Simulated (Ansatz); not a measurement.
## Electronic structure of BGaHO (SMILES O=[B][GaH]) (doublet) in real space

Input

```
basis:
  gaussian:
    orbitals: def2-TZVPD
crystal:
  periodic: [false, false, false]
  atoms:
    - {symbol: B, position_ang: [-1.224193, 0.720434, -0.021466]}
    - {symbol: Ga, position_ang: [0.424386, -0.468271, -0.558848]}
    - {symbol: O, position_ang: [-2.129152, 1.491100, 0.209895]}
    - {symbol: H, position_ang: [0.629386, -1.920184, 0.075665]}
magnetization:
  spin_polarized: true
  initial_magnetization: 1
hamiltonian:
  xc: {name: PBE0}
output: {forces: true, orbitals: {seedname: orbitals}}
```

Run with:

```sh
ansatz run input.yaml --threads 1 --pin off --max-ram 2610MiB --events-out events.jsonl --progress --plain --runs-dir runs
```

Geometry: B3LYP/6-31G*.

Method: isolated molecule in a Gaussian basis; Kohn-Sham density functional theory, functional PBE0 (Ansatz 0.2.0).

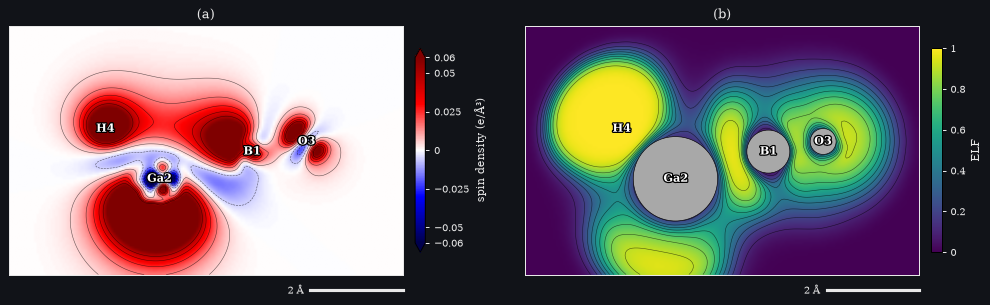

Figure 1. (a) spin density; (b) ELF on the molecular plane. Grey discs cover the atomic cores in the ELF map.

**Interpret the plot.**

Atoms in the plane: B, Ga, O and H. B–O (1.21 Å): the ELF peaks at about 0.85 between the atoms: a polar covalent bond. Ga–B (2.10 Å): the ELF peaks at about 0.95 in the valence shell of B, 0.8 Å from its nucleus, and is about 0.70 at the midpoint. Ga–H (1.60 Å): the ELF climbs to about 1 towards the hydrogen. The ELF also peaks beside O3, away from the bonds: non-bonding electrons, paired or unpaired. The unpaired spin (1 electron) lies mostly on Ga2 (about 0.8), B1 (about 0.1) and H4 (about 0.1), in electrons by Hirshfeld's partition.

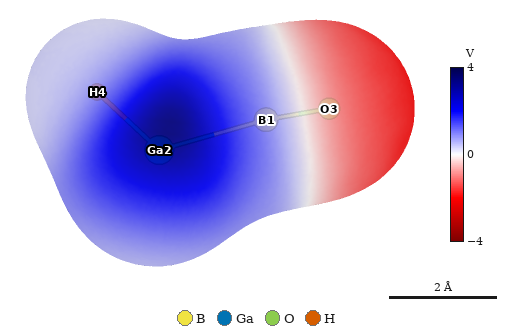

Figure 2. The electrostatic potential painted on the density surface at 0.002 e/bohr³, seen across its widest extent; red is negative and blue positive.

**Where is the surface potential most negative and most positive?**

The most negative region (about −1.9 V) lies over O3, the most positive (about +3.4 V) over Ga2. O3 is the likeliest acceptor of a hydrogen bond.

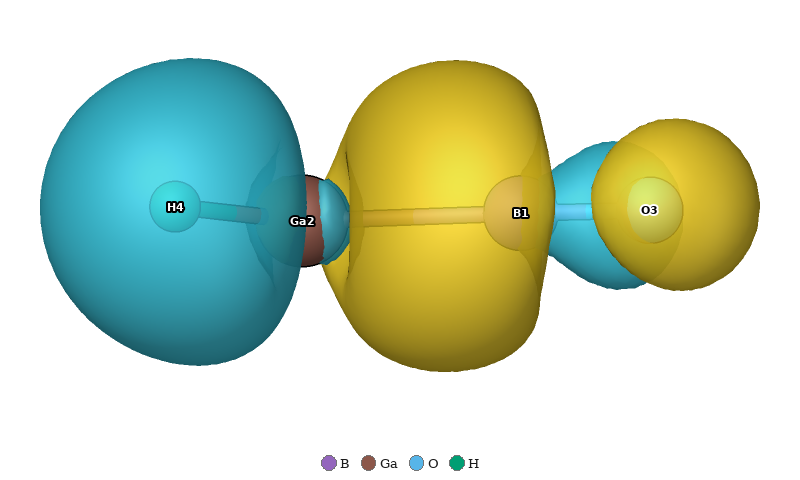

Figure 3. The HOMO (β) at ±0.08 Å⁻³ᐟ² (yellow and cyan are the two phases), seen from one side.

**Describe this orbital and give its energy.**

It lies mainly on Ga2 (about 35 %), H4 (about 30 %), B1 (about 25 %) and O3 (about 10 %); it is symmetric in the molecular plane (an in-plane orbital: σ, lone-pair or in-plane π type). Its energy is −9.20 eV.

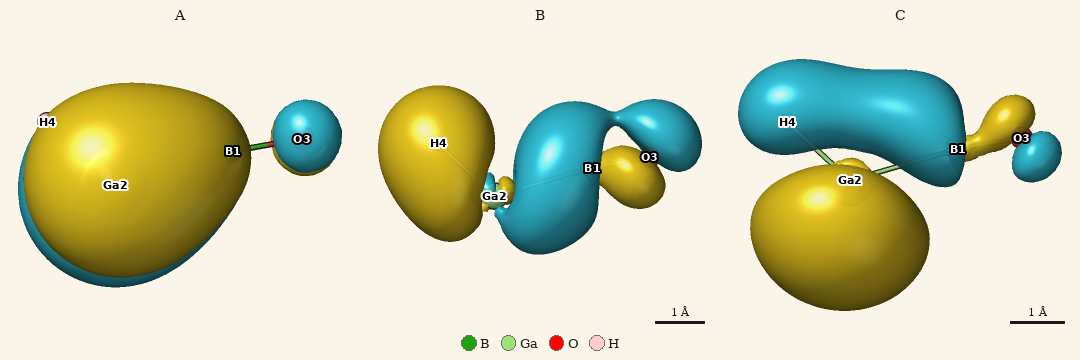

Figure 4. Three frontier orbitals at ±0.08 Å⁻³ᐟ² (yellow and cyan are the two phases), in no order.

**Order the three orbitals by energy and name them. All are α orbitals.**

B is the HOMO−1 (α) (−9.60 eV). Its weight (Hirshfeld) is mainly on Ga2 (about 30 %), B1 (about 25 %), H4 (about 25 %) and O3 (about 15 %); it is symmetric in the molecular plane (an in-plane orbital: σ, lone-pair or in-plane π type). C is the HOMO (α) (−6.41 eV). By Hirshfeld shares it lies mainly on Ga2 (about 75 %), B1 (about 15 %) and H4 (about 10 %); it is symmetric in the molecular plane (an in-plane orbital: σ, lone-pair or in-plane π type). A is the LUMO (α) (−3.05 eV). Its weight (Hirshfeld) is mainly on Ga2 (about 75 %) and B1 (about 15 %); it changes sign across the molecular plane (π type).

**What is the gap between the highest occupied and lowest empty α orbitals?**

3.36 eV between the orbital energies.
